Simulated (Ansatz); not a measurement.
# Fields on a plane of NaH (rock salt)

```xyz
2
Lattice="0.0000 2.3958 2.3958 2.3958 0.0000 2.3958 2.3958 2.3958 0.0000" Properties=species:S:1:pos:R:3 pbc="T T T"
Na     0.0000     0.0000     0.0000
H      2.3958     2.3958     2.3958
```

The slice is a {110} plane (indices of the conventional cell) through the point (0.000, 0.000, 0.000) (fractional), spanned by u = [100] and v = [1 -1 -1] in vectors of this cell: u (3.39 Å) and v (4.79 Å, at 90° to u). It covers one period; positions are fractions (u, v).

Atoms on it: Na at (0.00, 0.00); H at (0.00, 0.50).

Level of theory: PBEsol (plane waves to 420 eV, PAW, scalar-relativistic; Ansatz, a program for electronic structure). k mesh 12×12×12. Near the nuclei the fields are pseudised (PAW); where an atom keeps semicore shells as valence, they peak there. NaH was relaxed with its symmetry unable to fall.

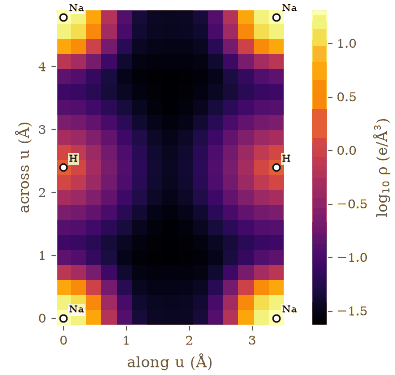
Log₁₀ of the valence density in e/Å³, one period of the plane, atoms marked. The scale is logarithmic, as a density can span decades between atoms and voids.

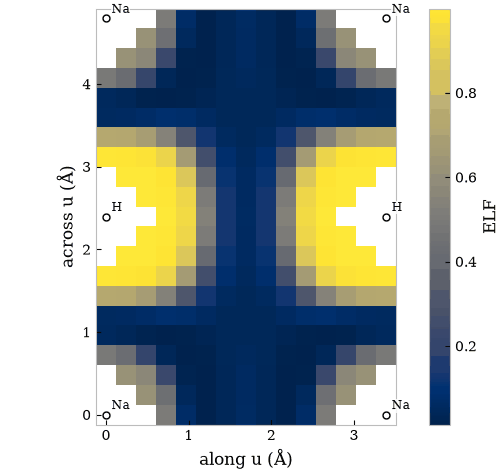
*Electron localisation function (ELF), one period of the plane, atoms marked. Points within 0.5 Å of a nucleus are left white, as the pseudised field means little there.*

* **Density on the Na–H line (2.40 Å) at its midpoint**: 0.08 e/Å³
* **ELF at that point**: 0.05
* **Character of the Na–H contact (rough rule: ELF there above 0.7 covalent, below 0.2 ionic, polar between)**: closed-shell (ionic)
